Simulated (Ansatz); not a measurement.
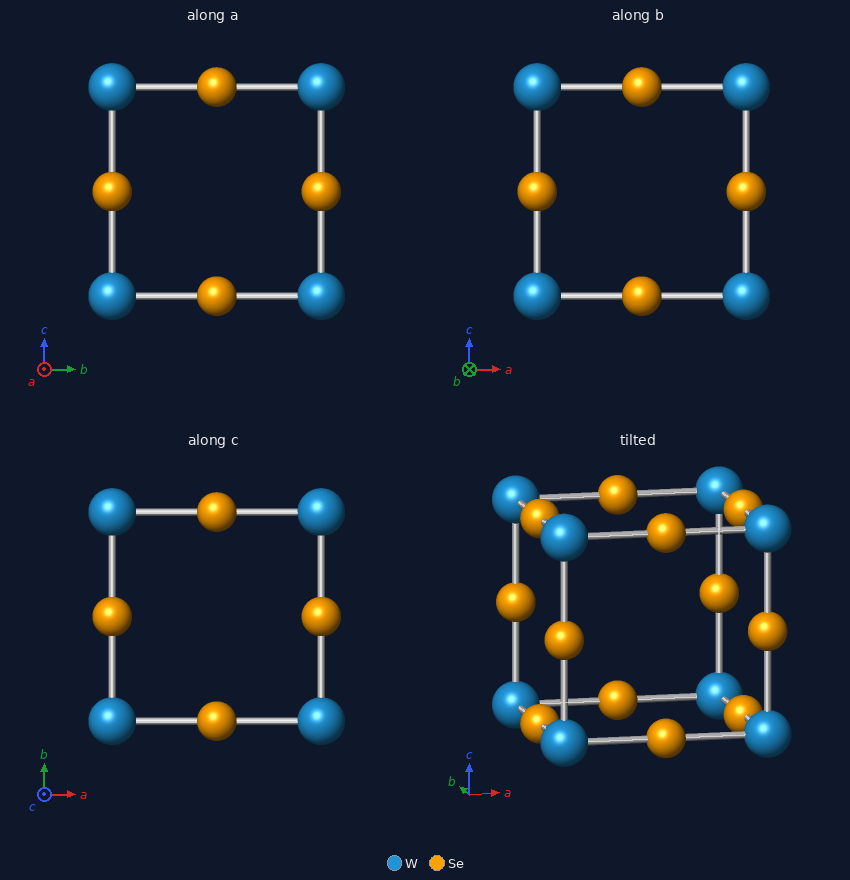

Crystal structure, ball-and-stick style, seen along the a axis, along the b axis, along the c axis and slightly off an axis. The conventional unit cell is outlined; an atom on or near a face, edge or corner is repeated at each equivalent position.

Lattice parameters: a = 4.7610 Å, b = 4.7610 Å, c = 4.7610 Å, α = 90.000°, β = 90.000°, γ = 90.000°.

Write down what is shown as a CIF in P1 with every atom of the cell.

```cif
data_structure
_symmetry_space_group_name_H-M 'P 1'
_symmetry_Int_Tables_number 1
_cell_length_a 4.7610
_cell_length_b 4.7610
_cell_length_c 4.7610
_cell_angle_alpha 90.000
_cell_angle_beta 90.000
_cell_angle_gamma 90.000
_cell_volume 107.92
loop_
_atom_site_label
_atom_site_type_symbol
_atom_site_fract_x
_atom_site_fract_y
_atom_site_fract_z
_atom_site_occupancy
W1 W 0.0000 0.0000 0.0000 1
Se1 Se 0.0000 0.0000 0.5000 1
Se2 Se 0.0000 0.5000 0.0000 1
Se3 Se 0.5000 0.0000 0.0000 1
```

Starting structure: a structure type filled with these elements by a generator (whether the compound takes this form wasn't checked). The cell was then strained or its atoms displaced on purpose. A calculation with Ansatz used it as input.
